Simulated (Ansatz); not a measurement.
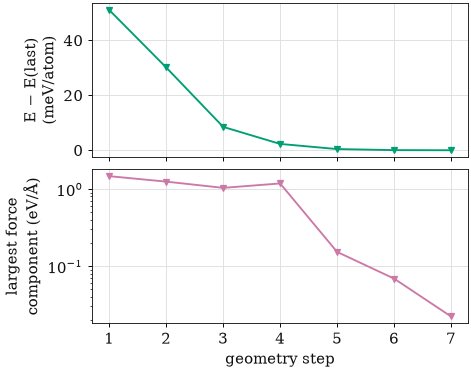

History of a geometry optimisation. Only the atoms move.

Ti₁₁CO₂₄ (defect cell, 36 atoms in the cell); Ansatz 0.2.0, DFT, PBE, plane-wave PAW, default files, scalar-relativistic; cutoff 420 eV, 3×3×2 k-mesh, Fermi–Dirac smearing of 0.01 eV.

Question: How did it end, and what did it gain?

Answer: The optimisation met its thresholds at geometry 7, counting the start as the first. The energy fell by about 51 meV/atom from the first step to the last. The largest force component goes from about 1.5 eV/Å at the start to 0.022 eV/Å at the end.

Question: By which step was nine tenths of the energy gained?

Answer: By step 4 of 7.
